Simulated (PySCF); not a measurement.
Sn(H)3(Vi), C2H6Sn, SMILES C=[CH][SnH3], singlet at its B3LYP/def2-SVP optimised geometry (Å):

```
9

Sn     0.0969    -1.7722     0.0000
C     -0.6544     0.2473     0.0000
C     -1.4518     0.7382    -0.9555
H      1.8189    -1.7722     0.0000
H     -0.4470    -2.6162     1.3991
H     -0.4868    -2.5561    -1.4163
H     -0.3632     0.9022     0.8314
H     -1.7811     0.1408    -1.8137
H     -1.8189     1.7722    -0.9272
```

Calculation: B3LYP/def2-TZVP, def2 effective core potentials past Kr (PySCF 2.14.0). The core electrons that the potentials of Sn replace are not part of the density. Cells within 0.4 Å of a nucleus heavier than hydrogen are left out (blank, or x).

Map of the log10 of the electron density (e/bohr³), floored at −4 on the plane z = 0.0 Å:

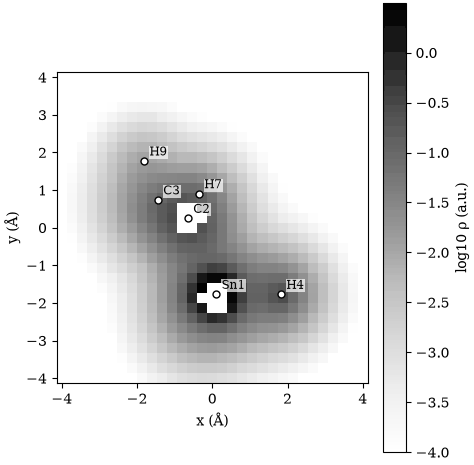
Fig. 1. Log10 of the electron density (e/bohr³), floored at −4 on the plane z = 0.0 Å.
